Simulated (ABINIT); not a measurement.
# GaAs (F-43m): Raman and infrared activity, part 2 of 2

Which lines does GaAs (F-43m) show in Raman and infrared spectra?

ABINIT 10.8.3; DFT LDA, scalar-relativistic, plane waves, HGH norm-conserving pseudopotentials.

So far. Step 3 (Relaxing the cell and atoms): The volume changes by -6.5 % in this run and stands -6.5 % from the first cell. Step 4 (Self-consistent run for the response): The cell stands at -0.26 GPa: the relaxation ran with a smoothed and higher cutoff and on another k mesh. The relaxed cell has a = 5.528 Å (conventional setting).

**6. Linear response at Γ**

The derivative of the wavefunctions by k comes first, since the response to a field is built on it; then the field and the displacements that symmetry doesn't supply are solved at q = 0. By the 2n+1 theorem the first-order wavefunctions also give third derivatives: Raman tensors and the non-linear susceptibility.

It reads the wavefunctions written in step 4.

Input file dfpt_gamma.abi:

```
ndtset 3

# common to the responses
getwfk_filepath "gso_WFK"
kptopt 2
nqpt 1
qpt 0.0 0.0 0.0
asr 0
chneut 0

# d/dk
rfelfd1 2
rfdir1 1 1 1
iscf1 -3
tolwfr1 1.0d-20

# displacements, field
rfphon2 1
rfatpol2 1 2
rfdir2 1 1 1
rfelfd2 3
getddk2 1
tolvrs2 1.0d-10
prepanl2 1
prtden2 1

# third order
optdriver3 5
getden_filepath3 "gso_DEN"
get1den3 2
get1wf3 2
getddk3 1
d3e_pert1_elfd3 1
d3e_pert1_phon3 1
d3e_pert1_atpol3 1 2
d3e_pert1_dir3 1 1 1
d3e_pert2_elfd3 1
d3e_pert2_dir3 1 1 1
d3e_pert3_elfd3 1
d3e_pert3_dir3 1 1 1
usepead3 1
tolvrs3 1.0d-10

# basis, mesh and filling
ecut 20.0
ixc 7
ngkpt 8 8 8
nshiftk 4
shiftk 
    0.5 0.5 0.5
    0.5 0.0 0.0
    0.0 0.5 0.0
    0.0 0.0 0.5
istwfk *1
occopt 1
nband 4
nstep 100
diemac 9.0
prtebands 0
prtgsr 0

# cell and atoms
acell 3*1.0 Angstrom
rprim 
    -2.763938636 0.0 2.763938636
    0.0 2.763938636 2.763938636
    -2.763938636 2.763938636 0.0
ntypat 2
znucl 31 33
natom 2
typat 1 2
xred 
    0.0 0.0 0.0
    0.25 0.25 0.25
pp_dirpath "./pseudo"
pseudos "Ga.hgh, As.hgh"
```

The run is started by

```console
> OMP_NUM_THREADS=1 mpirun -n 4 abinit dfpt_gamma.abi > dfpt_gamma.log
```

Numbers of over 12 decimals in the logs are rounded to 6 here.

dfpt_gamma.abo, the main output file:

```text
[banners, grids, parts of the stress and lines that vanish by symmetry left out]
- input  file    -> dfpt_gamma.abi
- output file    -> dfpt_gamma.abo
- root for input  files -> dfpt_gammai
[...]
DATASET    1 : space group F-4 3 m (#216); Bravais cF (face-center cubic)
[...]
nfft =       27000          nkpt =        1024
[...]
DATASET    2 : space group F-4 3 m (#216); Bravais cF (face-center cubic)
[...]
nfft =       27000          nkpt =        1024
[...]
DATASET    3 : space group F-4 3 m (#216); Bravais cF (face-center cubic)
[...]
mpw =        1243          nfft =       27000          nkpt =        1024
[...]
== DATASET  1 ==================================================================
[...]
cutoff_energies: {ecut:  20.0, pawecutdg:  -1.0, }
[...]
Exchange-correlation functional for the present dataset will be:
  LDA: Perdew-Wang 92 LSD fit to Ceperley-Alder data - ixc=7
[...]
- 33.00000   5.00000     10605                znucl, zion, pspdat
[...]
Perturbation : derivative vs k along direction   1
[...]
-ETOT  1  -9.256800     -9.257E+00 3.412E-01 0.000E+00
 ETOT  2  -9.282171     -2.537E-02 3.203E-02 0.000E+00
 ETOT  3  -9.282565     -3.934E-04 1.007E-03 0.000E+00
 ETOT  4  -9.282581     -1.648E-05 7.719E-05 0.000E+00
 ETOT  5  -9.282582     -9.555E-07 3.252E-06 0.000E+00
[...]
At SCF step   18   max residual=  9.99E-21 < tolwfr=  1.00E-20 =>converged.
[...]
Perturbation : derivative vs k along direction   2
[...]
-ETOT  1  -9.256800     -9.257E+00 3.412E-01 0.000E+00
[...]
At SCF step   18   max residual=  9.99E-21 < tolwfr=  1.00E-20 =>converged.
[...]
Perturbation : derivative vs k along direction   3
[...]
-ETOT  1  -9.256800     -9.257E+00 3.412E-01 0.000E+00
[...]
At SCF step   18   max residual=  9.99E-21 < tolwfr=  1.00E-20 =>converged.
[...]
1        1       3.9937236456    0.0000000000
     1        2      -1.9968618228   -0.0000000000
     1        3      -1.9968618228    0.0000000000
     2        1      -1.9968618228   -0.0000000000
     2        2       3.9937236456    0.0000000000
     2        3       1.9968618228    0.0000000000
     3        1      -1.9968618228    0.0000000000
     3        2       1.9968618228    0.0000000000
     3        3       3.9937236456    0.0000000000
[...]
== DATASET  2 ==================================================================
[...]
cutoff_energies: {ecut:  20.0, pawecutdg:  -1.0, }
[...]
Exchange-correlation functional for the present dataset will be:
  LDA: Perdew-Wang 92 LSD fit to Ceperley-Alder data - ixc=7
[...]
Perturbation : displacement of atom   1   along direction   1
[...]
-ETOT  1   7.202205     -3.715E+01 1.268E-01 4.085E+03
[...]
At SCF step    9       vres2   =  1.70E-12 < tolvrs=  1.00E-10 =>converged.
[...]
Perturbation : displacement of atom   2   along direction   1
[...]
-ETOT  1   27.506797038782     -1.464E+02 4.989E-01 4.057E+04
[...]
At SCF step   10       vres2   =  8.11E-12 < tolvrs=  1.00E-10 =>converged.
[...]
Perturbation : homogeneous electric field along direction   1
[...]
-ETOT  1  -264.19899511860     -2.642E+02 5.376E+01 1.456E+04
[...]
At SCF step   10       vres2   =  6.64E-12 < tolvrs=  1.00E-10 =>converged.
[...]
Perturbation : homogeneous electric field along direction   2
[...]
-ETOT  1  -264.19899512098     -2.642E+02 5.376E+01 1.456E+04
[...]
At SCF step   10       vres2   =  6.64E-12 < tolvrs=  1.00E-10 =>converged.
[...]
Perturbation : homogeneous electric field along direction   3
[...]
-ETOT  1  -264.19899512335     -2.642E+02 5.376E+01 1.456E+04
[...]
ETOT  9  -274.26499301298     -3.277E-10 2.252E-09 1.480E-10
 ETOT 10  -274.26499301300     -1.876E-11 1.676E-10 6.644E-12
 At SCF step   10       vres2   =  6.64E-12 < tolvrs=  1.00E-10 =>converged.
[...]
Dielectric tensor, in cartesian coordinates,
[...]
1    4   1    4        12.1429960608        -0.0000000000
   1    4   2    4         0.0000000000        -0.0000000000
   1    4   3    4        -0.0000000000        -0.0000000000
   2    4   1    4        -0.0000000000        -0.0000000000
   2    4   2    4        12.1429960608        -0.0000000000
   2    4   3    4        -0.0000000000        -0.0000000000
   3    4   1    4        -0.0000000000        -0.0000000000
   3    4   2    4        -0.0000000000        -0.0000000000
   3    4   3    4        12.1429960608        -0.0000000000
  Effective charges, in cartesian coordinates,
[...]
1    1   1    4         2.0013035991         0.0000000000
   2    1   1    4         0.0000000000         0.0000000000
   3    1   1    4        -0.0000000000         0.0000000000
   1    2   1    4        -2.0042596819         0.0000000000
   2    2   1    4        -0.0000000000         0.0000000000
[...]
Effective charges, in cartesian coordinates,
[...]
2    4   1    2        -0.0000000000         0.0000000000
   3    4   1    2         0.0000000000         0.0000000000
   1    4   2    2        -0.0000000000         0.0000000000
   2    4   2    2        -2.0042596083         0.0000000000
   3    4   2    2         0.0000000000         0.0000000000
   1    4   3    2         0.0000000000         0.0000000000
   2    4   3    2        -0.0000000000         0.0000000000
   3    4   3    2        -2.0042596083         0.0000000000
  Phonon wavevector (reduced coordinates) :  0.00000  0.00000  0.00000
 Phonon energies in Hartree :
[...]
Phonon frequencies in cm-1    :
- -1.192141E+00 -1.192141E+00 -1.192141E+00  2.716781E+02  2.716781E+02
-  2.716781E+02
  Phonon at Gamma, with non-analyticity in the
[...]
Phonon energies in Hartree :
[...]
Phonon frequencies in cm-1    :
- -1.192141E+00 -1.192141E+00 -1.189915E+00  2.716781E+02  2.716781E+02
-  2.906307E+02
  Phonon at Gamma, with non-analyticity in the
[...]
Phonon energies in Hartree :
[...]
Phonon frequencies in cm-1    :
- -1.192141E+00 -1.192141E+00 -1.189916E+00  2.716781E+02  2.716781E+02
-  2.906307E+02
  Phonon at Gamma, with non-analyticity in the
[...]
Phonon energies in Hartree :
[...]
Phonon frequencies in cm-1    :
- -1.192141E+00 -1.192141E+00 -1.189916E+00  2.716781E+02  2.716781E+02
-  2.906307E+02
[...]
== DATASET  3 ==================================================================
[...]
cutoff_energies: {ecut:  20.0, pawecutdg:  -1.0, }
[...]
Exchange-correlation functional for the present dataset will be:
  LDA: Perdew-Wang 92 LSD fit to Ceperley-Alder data - ixc=7
[...]
j1 : displacement of atom   1 along direction   1
[...]
j1 : displacement of atom   2 along direction   1
[...]
j2 : displacement of atom   1 along direction   1
[...]
j2 : displacement of atom   2 along direction   1
[...]
j2 : displacement of atom   1 along direction   1
[...]
j2 : displacement of atom   2 along direction   1
[...]
1          1       -0.000000005        0.000000002        0.000000002
[...]
1          2       -0.000000000       -0.000000000        0.276186470
[...]
1          3       -0.000000000        0.276186468       -0.000000002
[...]
2          1        0.000000005       -0.000000003       -0.000000003
[...]
2          2       -0.000000000       -0.000000000       -0.275595807
[...]
2          3       -0.000000000       -0.275595805        0.000000003
[...]
strten2     0.0000000000E+00  0.0000000000E+00  0.0000000000E+00
           strten3     0.0000000000E+00  0.0000000000E+00  0.0000000000E+00
================================================================================
```

Run time: 6.7 min. Hardware: 4 MPI ranks of Arm Neoverse V1, shared host; 27 min of CPU time.

This step gave:

```
miss of the charge sum rule                                       : 0.002956 e
largest acoustic frequency at the zone centre before the sum rule : -1.19 cm⁻¹
highest optical zone-centre mode (no LO-TO term)                  : 271.7 cm⁻¹
lowest optical zone-centre mode                                   : 271.7 cm⁻¹
mean high-frequency dielectric constant                           : 12.14
largest Born charge in size (third of the trace)                  : 2.004 e
```

Born charge (rows field, columns displacement), before the sum rule (e), principal values of the symmetric part by kind of site:

```tsv
atom	atoms with these values	low	middle	high	mean
Ga1	1	2.00	2.00	2.00	2.00
As2	1	-2.00	-2.00	-2.00	-2.00
```

In full for Ga1:

```
2.00 0.00 0.00
0.00 2.00 0.00
0.00 0.00 2.00
```

High-frequency dielectric tensor:

```
12.14  0.00  0.00
 0.00 12.14  0.00
 0.00  0.00 12.14
```

The acoustic modes at Γ come out as far as 1.2 cm⁻¹ from zero, where they should vanish, a small numerical error; the Born charges miss their sum rule by 0.0030 e, which is good.

**7. Modes with the sum rule**

anaddb reads the merged derivatives, imposes the acoustic sum rule and charge neutrality, and adds the LO-TO term along chosen directions.

Input file anaddb.abi:

```
ddb_filepath "gamma_DDB"
output_file "anaddb.abo"
outdata_prefix "anaddb"
asr 1
chneut 1
enunit 2
eivec 1
nph1l 1
qph1l 0.0 0.0 0.0 1.0
dieflag 1
nph2l 3
qph2l 
    1.0 0.0 0.0 0.0
    0.0 0.0 1.0 0.0
    1.0 1.0 1.0 0.0
nlflag 1
ramansr 1
alphon 1
prtmbm 1
```

Input file mrgddb.in:

```
gamma_DDB
merged
3
dfpt_gammao_DS2_DDB
dfpt_gammao_DS3_DDB
gso_DDB
```

The run is started by

```console
> mrgddb < mrgddb.in > mrgddb.log
> OMP_NUM_THREADS=1 anaddb anaddb.abi > anaddb.log
```

anaddb.abo, the main output file:

```text
[banners, grids, parts of the stress and lines that vanish by symmetry left out]
-outvars_anaddb: echo values of input variables ----------------------

 Flags :
[...]
Dielectric Tensor and Effective Charges
[...]
Effective charge tensors after
[...]
1          1       -0.000000005        0.000000002        0.000000002
[...]
1          2       -0.000000000       -0.000000000        0.275891139
[...]
1          3       -0.000000000        0.275891136       -0.000000002
[...]
2          1        0.000000005       -0.000000002       -0.000000002
[...]
2          2       -0.000000000        0.000000000       -0.275891139
[...]
2          3       -0.000000000       -0.275891136        0.000000002
[...]
Phonon wavevector (reduced coordinates) :  0.00000  0.00000  0.00000
 Phonon energies in Hartree :
[...]
Phonon energies in meV     :
-  0.000000E+00  0.000000E+00  0.000000E+00  3.368409E+01  3.368409E+01
-  3.368409E+01
 Phonon frequencies in cm-1    :
-  0.000000E+00  0.000000E+00  0.000000E+00  2.716805E+02  2.716805E+02
-  2.716805E+02
 Phonon frequencies in Thz     :
-  0.000000E+00  0.000000E+00  0.000000E+00  8.144777E+00  8.144777E+00
-  8.144777E+00
 Phonon energies in Kelvin  :
-  0.000000E+00  0.000000E+00  0.000000E+00  3.908877E+02  3.908877E+02
-  3.908877E+02
[...]
-  1  0.00000000E+00  0.00000000E+00  1.94746133E-03
-     0.00000000E+00  0.00000000E+00  0.00000000E+00
-  2  0.00000000E+00  0.00000000E+00  1.94746140E-03
-     0.00000000E+00  0.00000000E+00  0.00000000E+00
[...]
-  1  0.00000000E+00  1.94746133E-03  0.00000000E+00
-     0.00000000E+00  0.00000000E+00  0.00000000E+00
-  2  0.00000000E+00  1.94746140E-03  0.00000000E+00
-     0.00000000E+00  0.00000000E+00  0.00000000E+00
[...]
-  1  1.94746133E-03  0.00000000E+00  0.00000000E+00
-     0.00000000E+00  0.00000000E+00  0.00000000E+00
-  2  1.94746140E-03  0.00000000E+00  0.00000000E+00
-     0.00000000E+00  0.00000000E+00  0.00000000E+00
[...]
-  1  0.00000000E+00  0.00000000E+00  2.01875827E-03
-     0.00000000E+00  0.00000000E+00  0.00000000E+00
-  2  0.00000000E+00  0.00000000E+00 -1.87868247E-03
-     0.00000000E+00  0.00000000E+00  0.00000000E+00
[...]
-  1  1.92579477E-07  2.01875826E-03  0.00000000E+00
-     0.00000000E+00  0.00000000E+00  0.00000000E+00
-  2 -1.79216944E-07 -1.87868246E-03  0.00000000E+00
-     0.00000000E+00  0.00000000E+00  0.00000000E+00
[...]
-  1  2.01875826E-03 -1.92579477E-07  0.00000000E+00
-     0.00000000E+00  0.00000000E+00  0.00000000E+00
-  2 -1.87868246E-03  1.79216944E-07  0.00000000E+00
-     0.00000000E+00  0.00000000E+00  0.00000000E+00
[...]
-     1          0.000000    -0.000000    -0.000000     0.000000
-     2          0.000000    -0.000000    -0.000000     0.000000
-     3         -0.000000     0.000000     0.000000     0.000000
-     4         -0.000000    -0.000000     2.830533     2.830533
-     5          0.000000     2.830533     0.000000     2.830533
-     6          2.830533    -0.000000    -0.000000     2.830533
[...]
-   1     Real    0.0000E+00  0.0000E+00  0.0000E+00  0.0000E+00  0.0000E+00  0.0000E+00  0.0000E+00
[...]
-   2     Real    0.0000E+00  0.0000E+00  0.0000E+00  0.0000E+00  0.0000E+00  0.0000E+00  0.0000E+00
[...]
-   3     Real    0.0000E+00  0.0000E+00  0.0000E+00  0.0000E+00  0.0000E+00  0.0000E+00  0.0000E+00
[...]
-   4     Real    0.0000E+00  0.0000E+00  6.0929E-05  0.0000E+00  0.0000E+00  0.0000E+00  6.0929E-05
[...]
-   5     Real    0.0000E+00  6.0929E-05  0.0000E+00  0.0000E+00  0.0000E+00  0.0000E+00  6.0929E-05
[...]
-   6     Real    6.0929E-05  0.0000E+00  0.0000E+00  0.0000E+00  0.0000E+00  0.0000E+00  6.0929E-05
[...]
-        -0.000000000      -0.000000000       0.000000000
-        -0.000000000      -0.000000000      -0.000000000
[...]
Phonon at Gamma, with non-analyticity in the
[...]
Phonon energies in Hartree :
[...]
Phonon energies in meV     :
-  0.000000E+00  0.000000E+00  0.000000E+00  3.368409E+01  3.368409E+01
-  3.603402E+01
 Phonon frequencies in cm-1    :
-  0.000000E+00  0.000000E+00  0.000000E+00  2.716805E+02  2.716805E+02
-  2.906340E+02
 Phonon frequencies in Thz     :
-  0.000000E+00  0.000000E+00  0.000000E+00  8.144777E+00  8.144777E+00
-  8.712987E+00
 Phonon energies in Kelvin  :
-  0.000000E+00  0.000000E+00  0.000000E+00  3.908877E+02  3.908877E+02
-  4.181574E+02
[...]
-  1  0.00000000E+00  0.00000000E+00  1.94746133E-03
[...]
-  2  0.00000000E+00  0.00000000E+00  1.94746140E-03
[...]
Phonon at Gamma, with non-analyticity in the
[...]
Phonon energies in Hartree :
[...]
Phonon energies in meV     :
-  0.000000E+00  0.000000E+00  0.000000E+00  3.368409E+01  3.368409E+01
-  3.603402E+01
 Phonon frequencies in cm-1    :
-  0.000000E+00  0.000000E+00  0.000000E+00  2.716805E+02  2.716805E+02
-  2.906340E+02
 Phonon frequencies in Thz     :
-  0.000000E+00  0.000000E+00  0.000000E+00  8.144777E+00  8.144777E+00
-  8.712987E+00
 Phonon energies in Kelvin  :
-  0.000000E+00  0.000000E+00  0.000000E+00  3.908877E+02  3.908877E+02
-  4.181574E+02
[...]
Phonon at Gamma, with non-analyticity in the
[...]
Phonon energies in Hartree :
[...]
Phonon energies in meV     :
-  0.000000E+00  0.000000E+00  0.000000E+00  3.368409E+01  3.368409E+01
-  3.603402E+01
 Phonon frequencies in cm-1    :
-  0.000000E+00  0.000000E+00  0.000000E+00  2.716805E+02  2.716805E+02
-  2.906340E+02
 Phonon frequencies in Thz     :
-  0.000000E+00  0.000000E+00  0.000000E+00  8.144777E+00  8.144777E+00
-  8.712987E+00
 Phonon energies in Kelvin  :
-  0.000000E+00  0.000000E+00  0.000000E+00  3.908877E+02  3.908877E+02
-  4.181574E+02
[...]
-  1  0.00000000E+00  1.94746133E-03  0.00000000E+00
[...]
-  2  0.00000000E+00  1.94746140E-03  0.00000000E+00
[...]
-  1  1.94746133E-03  0.00000000E+00  0.00000000E+00
[...]
-  2  1.94746140E-03  0.00000000E+00  0.00000000E+00
[...]
-  1  2.67239831E-04  1.27497145E-03 -1.54221128E-03
[...]
-  2 -2.48696831E-04 -1.18650487E-03  1.43520170E-03
[...]
-  1  1.62650121E-03 -1.04468709E-03 -5.81814122E-04
[...]
-  2 -1.51364299E-03  9.72199270E-04  5.41443722E-04
[...]
-        -0.000000000      -0.000000000      -0.000000000
-        -0.000000000      -0.000000000       0.000000000
[...]
-        -0.000000000      -0.013867006       0.011464083
-        -0.013867006       0.000000000       0.002402924
-         0.011464083       0.002402924      -0.000000000
[...]
-        -0.000000000      -0.005231462      -0.009393449
-        -0.005231462      -0.000000000       0.014624911
-        -0.009393449       0.014624911      -0.000000000
[...]
Direction                     Dielectric constant
[...]
0.00000   0.00000   1.00000     13.89637575
   1.00000   1.00000   1.00000     13.89637575
-
```

Wall time 0.77 s (1 thread).

Numbers from this step:

* mean static dielectric constant: 13.90
* highest mode moved by the LO-TO term: 290.6 cm⁻¹

No LO-TO term; unit eigenvectors of the mass-weighted matrix, from anaddb's displacements. The modes at Γ (shares of kinetic energy by element, %):

```tsv
mode	frequency (cm⁻¹)	symmetry	Ga %	As %
1	0.0	acoustic	48	52
2	0.0	acoustic	48	52
3	0.0	acoustic	48	52
4	271.7	T2	52	48
5	271.7	T2	52	48
6	271.7	T2	52	48
```

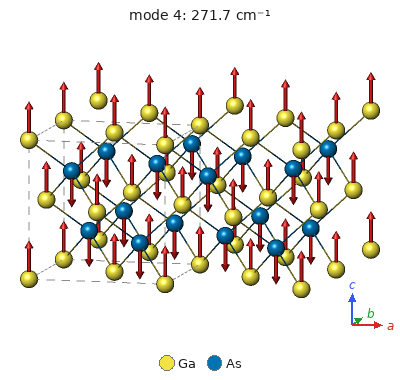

Displacement patterns of mode 4 at Γ; arrows are exaggerated. Bonds to atoms that aren't drawn are left out. 2×2×1 conventional cells are drawn. Some periodic images of atoms are drawn too.

Trace of the oscillator strength, degenerate modes summed. Lines of the infrared spectrum (strongest = 100):

```tsv
position (cm⁻¹)	lines merged	IR intensity, relative
272	3	100
```

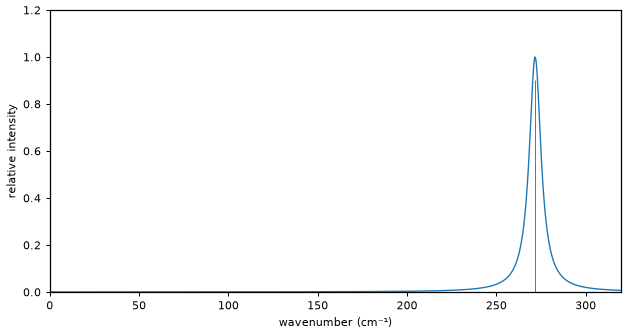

The infrared spectrum, broadened with Lorentzians of width 8 cm⁻¹; bars mark the lines.

From anaddb's Raman susceptibilities, degenerate modes summed; transverse modes, the longitudinal lines of polar modes are not listed. Lines of the Raman spectrum (strongest = 100):

```tsv
position (cm⁻¹)	lines merged	Raman activity (Å⁴/amu), powder, relative
272	3	100
```

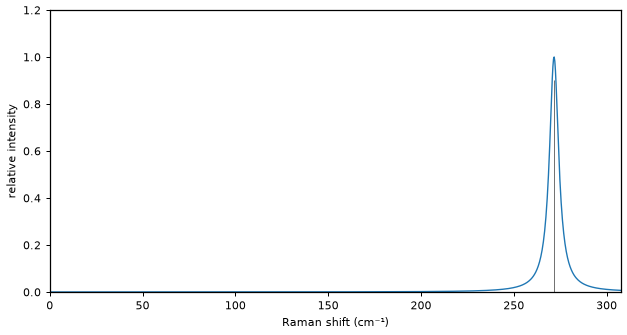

The Raman spectrum, broadened with Lorentzians of width 6 cm⁻¹; bars mark the lines.

Static dielectric tensor (ions relaxed, fixed cell):

```
13.90  0.00  0.00
 0.00 13.90  0.00
 0.00  0.00 13.90
```

Non-linear optical d (pm/V). Tensor:

```tsv
field along	xx	yy	zz	yz	xz	xy
x	0	0	0	-84.23	0	0
y	0	0	0	0	-84.23	0
z	0	0	0	0	0	-84.23
```

The rule moves no optical mode by more than 0.1 cm⁻¹.

**8. What came out**

- space group after relaxation: F-43m
- volume per atom: 21.1 Å³
- highest optical zone-centre mode (no LO-TO term): 271.7 cm⁻¹
- highest mode moved by the LO-TO term: 290.6 cm⁻¹
- mean high-frequency dielectric constant: 12.1
- largest Born charge in size (third of the trace): 2.00 e
- mean static dielectric constant: 13.9
- imaginary optical modes at the zone centre (no q mesh in this session): none

**Reading.** The largest Raman activity of GaAs (F-43m) lies at 272 cm⁻¹ and the strongest infrared line at 272 cm⁻¹ (transverse modes). At the LDA level the optical modes of GaAs (F-43m) at the zone centre (no LO-TO term) lie at 272 cm⁻¹. Along the directions run, the highest mode that the macroscopic field moves lies at 291 cm⁻¹. Lattice motion raises the mean dielectric constant from 12.14 to 13.90. The Raman intensities rest on static tensors of the transverse modes; green light lies near or above this gap, where resonance changes them. The Born charge of Ga is 2.001 e against a formal charge of +3: moving the atom carries less polarisation than a rigid ion would, as is usual in tetrahedral, largely covalent crystals. The Lyddane-Sachs-Teller relation holds: (ωLO/ωTO)² is 1.14 and ε₀/ε∞ is 1.14. These are harmonic frequencies at zero temperature: anharmonic shifts and linewidths and thermal expansion are left out. The HGH files keep few electrons and have no core correction, which is cheap but rough for As and Ga. The relaxed cell is 7 % smaller in volume than the measured one, and all results belong to that cell.

[Host names and launcher messages were left out of these logs when they were recorded.]

[Logs are printed without paths, hosts, clocks, repeated set-up lines and the standing remarks that a program may print on its own settings, such as how far it seeks lower states.]

[Hosts, paths, dates, database ids (printed as entryN), source tags and the programs' standing remarks are cut or masked in the printed files.]
